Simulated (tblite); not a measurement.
# C8H7 (charge +1): frequency calculation

C8H7, charge +1, computed with GFN2-xTB harmonic vibrations, gas phase (tblite 0.8.0).

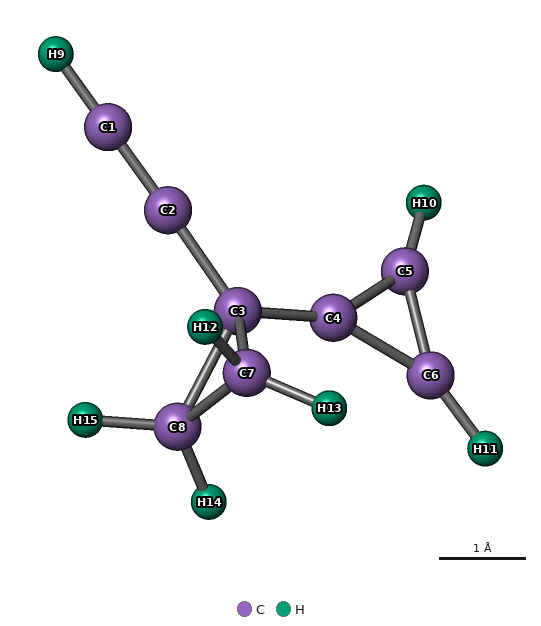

*The structure (ball-and-stick view, seen at a tilt; atoms are numbered from 1 in the order of the input).*

Bond lengths as drawn: C–C 1.20 to 1.56 Å and C–H 1.05 to 1.08 Å.

Summary:

| quantity | value |
| --- | --- |
| outcome | converged |
| total energy | −545.6947 eV |
| zero-point energy | 71.1660 kcal/mol |
| hardware | 1 CPU thread, shared host |
| peak memory | 0.19 GiB |

The input:
```
{"job": {"kind": "ir", "xc": "GFN2-xTB", "basis": "xTB"}, "charge": 1, "multiplicity": 1}
C     -0.701338     1.589597     2.260261
C     -0.486691     0.909827     1.298211
C     -0.266533     0.093621     0.139003
C      1.050039    -0.156754    -0.240700
C      2.436799    -0.001823    -0.054439
C      2.000062    -0.745863    -1.095560
C     -1.307859    -1.027024    -0.172576
C     -1.319726     0.163494    -1.011895
H     -0.883883     2.187128     3.104884
H      3.238772     0.412468     0.513177
H      2.216312    -1.347230    -1.949692
H     -2.056530    -1.139783     0.598054
H     -0.916067    -1.955822    -0.559972
H     -0.935693     0.116247    -2.020090
H     -2.076491     0.917896    -0.852492
```

The first line tells a small driver script what to run in tblite; the rest is the geometry in Å.

Launch command:
```bash
OMP_NUM_THREADS=1 python <driver script> task.json out
```

Output:
```
mode    cm-1     km/mol
  1     109.9      0.87
  2     125.7      1.16
  3     158.4      5.62
  4     186.1      0.32
  5     189.0      0.06
  6     395.5      1.42
  7     404.6      0.33
  8     493.8      2.19
  9     526.6      0.07
 10     588.9      9.84
 11     679.9     32.08
 12     696.9     40.41
 13     769.0      0.01
 14     786.0      0.44
 15     788.7     48.61
 16     800.3      1.08
 17     868.7     28.12
 18     899.2      4.06
 19     912.5      6.57
 20     949.3      0.90
 21    1012.8     94.09
 22    1066.8     14.54
 23    1069.8      5.11
 24    1121.1     19.12
 25    1134.8      0.07
 26    1176.6    104.91
 27    1292.1      1.44
 28    1395.4     12.15
 29    1429.7    257.18
 30    1456.3      3.92
 31    1825.3    189.69
 32    2278.3      7.97
 33    3088.8     10.58
 34    3091.7      0.05
 35    3104.0      2.01
 36    3119.9      1.99
 37    3188.4     59.94
 38    3217.5     83.07
 39    3383.2     60.55
ZPE 297.760  H(298)-E 321.788  G(298)-E 213.061 kJ/mol  S 364.67 J/(mol K)
```

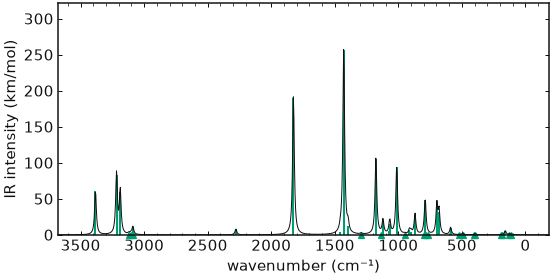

*Harmonic infrared spectrum, unscaled: sticks (degenerate modes added up, dark ones marked on the axis) with a Lorentzian envelope of 16 cm⁻¹ full width, scaled to the tallest stick.*

39 modes from 110 to 3383 cm⁻¹, none imaginary. The strongest line is at 1430 cm⁻¹ (257 km/mol).
